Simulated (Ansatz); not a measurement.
# [AlH3]− (SMILES [AlH3-]) at 6 levels

Wanted: a comparison of 6 runs (UHF/6-31G*, UCAM-B3LYP/3-21G, UPBE0/3-21G, U-revPBE/6-31G*, UB2PLYP/6-31G*, UCCSDT/6-31G*) of [AlH3]−. 

The results are computed with Ansatz 0.2.0.

**1. Starting point**

[AlH3]−: 4 atoms, total charge -1, spin state doublet. SMILES: `[AlH3-]`. The H2–Al1 distance was set to 2.526 Å, away from the relaxed value. At this shape a bond of the SMILES string is far longer than usual.

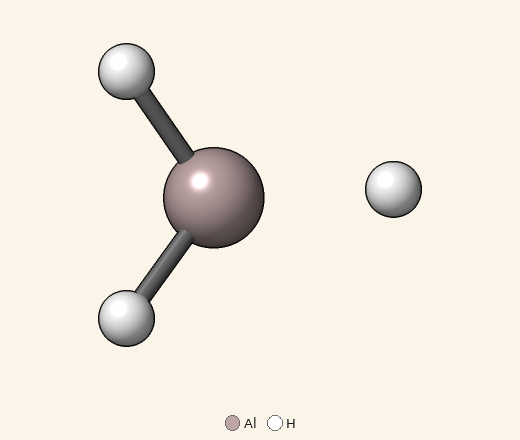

Viewed from a chosen angle; aluminium light grey, hydrogen white.

**2. The energy at UHF/6-31G(d) (spherical functions) (run 1)**

File input.yaml:

```yaml
crystal:
  periodic: [false, false, false]
  atoms:
    - {symbol: Al, position_ang: [-0.477563, 0.305984, -1.073142]}
    - {symbol: H, position_ang: [0.471920, 0.754070, 1.224440]}
    - {symbol: H, position_ang: [-1.666613, -0.833226, -0.715382]}
    - {symbol: H, position_ang: [0.722747, -0.674926, -1.733572]}
basis:
  gaussian: {orbitals: 6-31G_st_-spherical.json}
total_charge: -1
magnetization: {spin_polarized: true, initial_magnetization: 1}
hamiltonian: {xc: hf}
accuracy: high
```

The basis set 6-31G* is read from a file made from the Basis Set Exchange's data (not shown).

Run with:

```sh
$ ansatz run input.yaml --threads 1 --pin off --max-ram 2610MiB --events-out events.jsonl --progress --plain --runs-dir runs
```

The log of the run:

```text
Warning: RAYON_NUM_THREADS=1 ignored (pool sized by the plan → 1); use --threads N
Functional definition: HF
  name "HF"
  exchange = exact_x
  correlation = 0
451 factors; integrals over basis functions are off by at most 3.6e-9 eV
mean field evaluation 1: about -6626.1017 eV, gradient 7.4e0 eV
mean field evaluation 2: about -6626.1266 eV, gradient 7.5e0 eV
mean field evaluation 4: about -6627.1216 eV, gradient 9.0e-1 eV
mean field evaluation 8: about -6627.1537 eV, gradient 4.6e-3 eV
mean field evaluation 16: about -6627.1538 eV, gradient 1.7e-8 eV
mean field evaluation 32: about -6627.1518 eV, gradient 8.0e-2 eV
mean field evaluation 64: about -6623.8696 eV, gradient 5.8e0 eV
mean field -6627.15377378 eV, -243.5434091404 hartree, gradient 1.8e-8 eV, S^2 0.763423; 0 other end points of the search recorded, 0 dependent functions left out
reference -6627.15377378 eV, -243.5434091404 hartree; 9, 8 occupied and 15, 16 virtual orbitals, 451 factors
Total energy: -6627.15377378 eV, -243.5434091404 hartree
```

It took 0.24 s on 1 thread of Arm Neoverse V2, shared host.

**3. A single-point energy at UCAM-B3LYP/3-21G (run 2)**

File in.yaml:

```yaml
crystal:
  periodic: [false, false, false]
  atoms:
    - {symbol: Al, position_ang: [-0.477563, 0.305984, -1.073142]}
    - {symbol: H, position_ang: [0.471920, 0.754070, 1.224440]}
    - {symbol: H, position_ang: [-1.666613, -0.833226, -0.715382]}
    - {symbol: H, position_ang: [0.722747, -0.674926, -1.733572]}
basis:
  gaussian: {orbitals: 3-21G.json}
magnetization: {spin_polarized: true, initial_magnetization: 1}
total_charge: -1
hamiltonian: {xc: {name: CAM-B3LYP}}
accuracy: high
```

The basis set 3-21G is read from a file made from the Basis Set Exchange's data (not shown).

Run with:

```sh
$ ansatz run in.yaml --threads 1 --pin off --max-ram 2610MiB --events-out events.jsonl --progress --plain --runs-dir runs
```

The log of the run:

```text
Warning: RAYON_NUM_THREADS=1 ignored (pool sized by the plan → 1); use --threads N
Functional definition: CAM-B3LYP
  name "CAM-B3LYP"
  parameter alpha = 0.19
  parameter beta = 0.46
  parameter omega = 0.33/bohr
  parameter ac = 0.81
  exchange = (1 - alpha - beta)*b88_x + beta*b88_x_sr(omega) + alpha*exact_x + beta*exact_x_lr(omega)
  correlation = (1 - ac)*vwn5_c + ac*lyp_c
369 factors; integrals over basis functions are off by at most 2.6e-9 eV
183 factors; integrals over basis functions are off by at most 1.5e-9 eV
mean field evaluation 1: about -6605.6262 eV, gradient 6.9e0 eV
mean field evaluation 2: about -6606.1833 eV, gradient 4.0e0 eV
mean field evaluation 4: about -6606.4054 eV, gradient 1.5e-1 eV
mean field evaluation 8: about -6606.4053 eV, gradient 1.1e-2 eV
mean field evaluation 16: about -6606.4053 eV, gradient 3.2e-5 eV
mean field -6606.40527717 eV, -242.7809159537 hartree, gradient 5.1e-8 eV, S^2 0.756047; 2 other end points of the search recorded, 0 dependent functions left out
reference -6606.40529366 eV, -242.7809165597 hartree; 9, 8 occupied and 10, 11 virtual orbitals, 369 factors
Total energy: -6606.40529366 eV, -242.7809165597 hartree
```

It took 1.6 s on 1 thread of Arm Neoverse V2, shared host; peak memory 0.11 GiB.

Runs 3 to 5 aren't shown in full; the table further down has their settings and results.

**4. A single-point energy at UCCSDT/6-31G(d) (spherical functions) (run 6)**

in.yaml, as its differences from that of step 3:

```diff
@@ -8,6 +8,7 @@
 basis:
-  gaussian: {orbitals: 3-21G.json}
+  gaussian: {orbitals: 6-31G_st_-spherical.json}
+total_charge: -1
 magnetization: {spin_polarized: true, initial_magnetization: 1}
-total_charge: -1
-hamiltonian: {xc: {name: CAM-B3LYP}}
+correlation: {method: ccsdt, frozen_orbitals: {Al: 5, H: 0}}
 accuracy: high
+scf: {omitted_lower_state_checks: [cluster_reference, increment]}
```

The basis set 6-31G* is read from a file made from the Basis Set Exchange's data (not shown).

Run with:

```sh
$ ansatz run in.yaml --threads 1 --pin off --max-ram 2610MiB --events-out events.jsonl --progress --plain --runs-dir runs
```

The log of the run:

```text
Warning: RAYON_NUM_THREADS=1 ignored (pool sized by the plan → 1); use --threads N
[... 13 lines left out ...]
5 core orbitals not correlated: weight in the atoms' cores, before any rotation towards them, 1.000 or more for the frozen orbitals, at most 0.000 for the correlated occupied ones
[... 30 lines left out ...]
Total energy: -6629.51705431 eV, -243.6302580980 hartree
Checks for a lower state left out: cluster_reference, increment
```

Run time: 1.1 s. Hardware: 1 thread of Arm Neoverse V2, shared host.

**5. The series**

| run | level | frozen core orbitals | energy (Eh) | ⟨S²⟩ | wall time |
| --- | --- | --- | --- | --- | --- |
| 1 | UHF/6-31G* (spherical functions) | – | -243.543409 | 0.763 | 0.24 s |
| 2 | UCAM-B3LYP/3-21G | – | -242.780917 | 0.756 | 1.6 s |
| 3 | UPBE0/3-21G | – | -242.670401 | 0.751 | 1.4 s |
| 4 | U-revPBE/6-31G* (spherical functions) | – | -244.080273 | 0.751 | 1.3 s |
| 5 | UB2PLYP/6-31G* (spherical functions) | 5 | -243.982218 | 0.760 | 2.4 s |
| 6 | UCCSDT/6-31G* (spherical functions) | 5 | -243.630258 | 0.763 | 1.1 s |

**6. Summary of results**

| quantity | value |
| --- | --- |
| run 6: total energy | -243.63026 Eh |
| run 6: correlation energy (5 core orbitals frozen) | -86.8 mEh |
| run 6: ⟨S²⟩ of the reference determinant | 0.763 |
| run 6: T1 diagnostic | 0.036 |

In words: Totals of different functionals can't be ranked against each other. All runs together took 8 s, the longest 2.4 s.
